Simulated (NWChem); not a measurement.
**CH5ClFGeN (SMILES C[NH][GeH]([F])[Cl]): levels of theory compared**

We compute a comparison of 3 runs (B2PLYP/STO-3G, B2PLYP/pcseg-1, SVWN5/def2-SVP) of CH5ClFGeN. 

The results are computed with NWChem 7.3.0.

### 1 The molecule

The species is CH5ClFGeN (10 atoms), meant as a singlet with charge 0. SMILES: `C[NH][GeH]([F])[Cl]`. The coordinates come from a PBE0-D4/def2-TZVP relaxation. This is one conformer, not always the lowest.

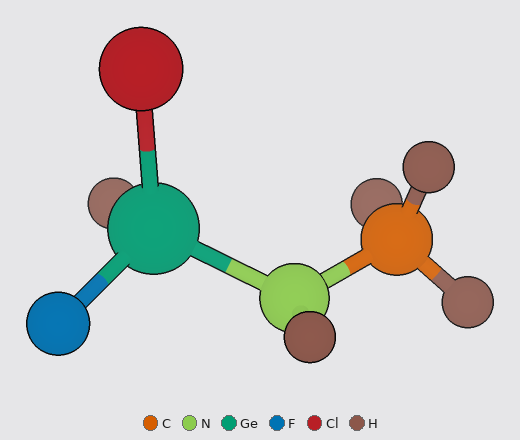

The structure, seen from a chosen angle (carbon orange, nitrogen green, germanium teal, fluorine blue, chlorine red, hydrogen brown).

### 2 A single-point energy at B2PLYP/STO-3G (run 1)

Input file nw.xyz:

```xyz
10
CH5ClFGeN
C      0.967300     1.024600    -0.362700
N     -0.194600     0.599400     0.399900
Ge    -0.664700    -1.139500     0.423100
F     -2.092300    -1.213400     1.390500
Cl    -1.255100    -1.915100    -1.495200
H      0.805700     1.046400    -1.447000
H      1.805500     0.351300    -0.164600
H      1.277200     2.021400    -0.040100
H     -0.982300     1.224600     0.301400
H      0.416500    -2.050700     0.997500
```

Input file nw.nw:

```
start nw
title "CH5ClFGeN"
memory stack 880 mb heap 220 mb global 1100 mb
charge 0

geometry units angstroms noautosym nocenter noautoz
 load format xyz nw.xyz
end

basis spherical bse
 * library STO-3G
end

dft
 xc hfexch 0.53 becke88 0.47 lyp 0.73 mp2 0.27
 dftmp2 semidirect
 grid xfine
 convergence energy 1e-08
 maxiter 100
 mulliken
 noprint "final vectors analysis"
end

mp2
 freeze core 17
end

task dft energy
```

Launch:

```
$ nwchem nw.nw > nw.out
```

Output:

```text
[...]
          Wavefunction type:  closed shell.
          No. of atoms     :    10
          No. of electrons :    76
[...]
          Charge           :     0
          Spin multiplicity:     1
[...]
          AO basis - number of functions:    47
[...]
              XC Information
              --------------
                     Hartree-Fock (Exact) Exchange  0.530
                    Becke 1988 Exchange Functional  0.470
              Lee-Yang-Parr Correlation Functional  0.730
[...]
 d= 0,ls=0.0,diis     1  -2700.4367519274 -3.19D+03  3.03D-02  4.61D-01     1.6
[...]
 d= 0,ls=0.0,diis     9  -2700.5565841731 -1.25D-09  1.39D-06  6.17D-10    10.8
         Total DFT energy =    -2700.556584173142
      One electron energy =    -4758.495221211326
           Coulomb energy =     1697.361827547132
    Exchange-Corr. energy =     -132.267533735742
 Nuclear repulsion energy =      492.844343226794
[...]
      Total Density - Mulliken Population Analysis
     ---------------------------------------------
    Atom       Charge   Shell Charges
 -----------   ------   -------------------------------------------------------
    1 C    6     6.12   1.99  1.18  2.95
    2 N    7     7.50   1.99  1.55  3.96
    3 Ge  32    31.06   2.00  2.00  6.00  2.00  5.93  1.15  2.07  9.92
    4 F    9     9.24   2.00  1.97  5.28
    5 Cl  17    17.38   2.00  2.00  5.99  1.99  5.41
    6 H    1     0.93   0.93
    7 H    1     0.93   0.93
    8 H    1     0.92   0.92
    9 H    1     0.82   0.82
   10 H    1     1.09   1.09
[...]
  Basis functions       =     47
[...]
```

Wall time 12 s (1 thread of Intel Xeon 6975P-C (Granite Rapids), shared host); peak memory 0.15 GiB.

### 3 A single-point energy at B2PLYP/pcseg-1 (run 2)

Input file ch5clfgen.nw:

```
START ch5clfgen
memory 2200 mb

GEOMETRY units atomic noautosym nocenter noautoz
  C    1.82793208   1.93621339  -0.68540367
  N   -0.36774070   1.13270184   0.75570148
  Ge  -1.25610096  -2.15334292   0.79954312
  F   -3.95387397  -2.29299368   2.62766418
  Cl  -2.37179526  -3.61901450  -2.82551850
  H    1.52255234   1.97740942  -2.73443370
  H    3.41190052   0.66386079  -0.31104892
  H    2.41355821   3.81989239  -0.07577802
  H   -1.85627797   2.31415861   0.56956345
  H    0.78707093  -3.87526136   1.88500181
END

BASIS spherical bse
  * library pcseg-1
END

DFT
  xc hfexch 0.53 becke88 0.47 lyp 0.73 mp2 0.27
  dftmp2 semidirect
  mult 1
  grid fine
  convergence energy 1e-08
  iterations 100
  mulliken
  noprint "final vectors analysis"
END

MP2
  freeze core 17
END

TASK dft energy
```

Launch:

```
$ nwchem ch5clfgen.nw > ch5clfgen.out
```

Output:

```text
[...]
          Wavefunction type:  closed shell.
          No. of atoms     :    10
          No. of electrons :    76
[...]
          Charge           :     0
          Spin multiplicity:     1
[...]
          AO basis - number of functions:   112
[...]
              XC Information
              --------------
                     Hartree-Fock (Exact) Exchange  0.530
                    Becke 1988 Exchange Functional  0.470
              Lee-Yang-Parr Correlation Functional  0.730
[...]
 d= 0,ls=0.0,diis     1  -2731.6158091692 -3.22D+03  9.17D-03  6.59D-01     3.8
[...]
 d= 0,ls=0.0,diis    10  -2731.6980867860 -1.89D-09  6.10D-07  2.41D-09    29.4
         Total DFT energy =    -2731.698086786019
      One electron energy =    -4780.039829516396
           Coulomb energy =     1686.629105127692
    Exchange-Corr. energy =     -131.131670211145
 Nuclear repulsion energy =      492.844307813830
[...]
      Total Density - Mulliken Population Analysis
     ---------------------------------------------
    Atom       Charge   Shell Charges
 -----------   ------   -------------------------------------------------------
    1 C    6     5.99   1.99  0.72  0.34  2.10  0.78  0.05
    2 N    7     7.72   2.00  0.80  0.75  2.49  1.67  0.02
    3 Ge  32    30.97   2.00  2.00  2.00  0.90  0.12  6.00  5.98  1.11  0.47 10.01  0.39
    4 F    9     9.52   2.00  0.94  1.02  3.42  2.14  0.01
    5 Cl  17    17.31   2.00  2.00  1.23  0.72  5.99  3.83  1.52  0.02
    6 H    1     0.90   0.78  0.10  0.02
    7 H    1     0.91   0.78  0.11  0.02
    8 H    1     0.90   0.78  0.10  0.02
    9 H    1     0.80   0.73  0.04  0.04
   10 H    1     0.98   0.75  0.22  0.01
[...]
  Basis functions       =    112
[...]
```

Run time: 36 s. Hardware: 1 thread of Intel Xeon 6975P-C (Granite Rapids), shared host; peak memory 0.47 GiB.

### 4 Energy and gradient at SVWN5/def2-SVP (run 3)

Input file ch5clfgen.xyz:

```xyz
10
CH5ClFGeN gradient
C      0.967300     1.024600    -0.362700
N     -0.194600     0.599400     0.399900
Ge    -0.664700    -1.139500     0.423100
F     -2.092300    -1.213400     1.390500
Cl    -1.255100    -1.915100    -1.495200
H      0.805700     1.046400    -1.447000
H      1.805500     0.351300    -0.164600
H      1.277200     2.021400    -0.040100
H     -0.982300     1.224600     0.301400
H      0.416500    -2.050700     0.997500
```

Input file ch5clfgen.nw:

```
start ch5clfgen
title "CH5ClFGeN gradient"
memory 2200 mb

geometry units angstrom noautosym nocenter noautoz
load format xyz ch5clfgen.xyz
end

basis spherical bse
* library def2-SVP
end

dft
xc slater vwn_5
grid fine
convergence energy 1e-08
iterations 100
mulliken
noprint "final vectors analysis"
end

task dft gradient
```

Launch:

```
$ nwchem ch5clfgen.nw > ch5clfgen.out
```

Output:

```text
[...]
          Wavefunction type:  closed shell.
          No. of atoms     :    10
          No. of electrons :    76
[...]
          Charge           :     0
          Spin multiplicity:     1
[...]
          AO basis - number of functions:   117
[...]
              XC Information
              --------------
                        Slater Exchange Functional  1.000 local
                      VWN V Correlation Functional  1.000 local
[...]
 d= 0,ls=0.0,diis     1  -2726.2154247727 -3.22D+03  1.97D-02  1.48D+00     2.2
[...]
 d= 0,ls=0.0,diis    12  -2726.3462898894 -5.94D-10  1.87D-07  9.13D-10    18.3
         Total DFT energy =    -2726.346289889401
      One electron energy =    -4779.427541609467
           Coulomb energy =     1686.082557099080
    Exchange-Corr. energy =     -125.845648605808
 Nuclear repulsion energy =      492.844343226794
[...]
      Total Density - Mulliken Population Analysis
     ---------------------------------------------
    Atom       Charge   Shell Charges
 -----------   ------   -------------------------------------------------------
    1 C    6     6.06   1.98  0.89  0.15  2.15  0.85  0.04
    2 N    7     7.34   1.98  0.98  0.47  2.46  1.43  0.02
    3 Ge  32    31.44   2.00  2.00  1.99  1.20  0.03  6.00  5.97  1.29  0.63  8.08  1.84  0.41
    4 F    9     9.31   1.99  1.11  0.83  3.32  2.05  0.00
    5 Cl  17    17.20   2.00  1.98  1.28  0.68  5.92  2.16  3.17  0.02
    6 H    1     0.93   0.71  0.20  0.02
    7 H    1     0.93   0.71  0.20  0.02
    8 H    1     0.93   0.71  0.19  0.02
    9 H    1     0.83   0.69  0.10  0.04
   10 H    1     1.03   0.68  0.34  0.01
[...]
  wavefunction    = closed shell
[...]
```

It took 29 s on 1 thread of Intel Xeon 6975P-C (Granite Rapids), shared host; peak memory 0.12 GiB.

### 5 Overview of the runs

```tsv
run	level	integration grid	task	energy (Eh)	dipole moment (D)	wall time
1	B2PLYP/STO-3G	xfine	energy	-2700.611385	2.40	12 s
2	B2PLYP/pcseg-1	fine	energy	-2731.941255	3.12	36 s
3	SVWN5/def2-SVP	fine	gradient	-2726.346290	2.72	29 s
```

### 6 Outcome

```
                       quantity           value
            run 3: total energy  -2726.34629 Eh
           run 3: dipole moment          2.72 D
run 3: largest force on an atom      1.109 eV/Å
```

The dipole moment (its size) runs from 2.40 D (B2PLYP/STO-3G) to 3.12 D (B2PLYP/pcseg-1). A double hybrid's value is that of its SCF part. Totals of different functionals can't be ranked against each other. In run 1 the basis is minimal, so the values are rough. All runs together took 77 s, the longest 36 s.
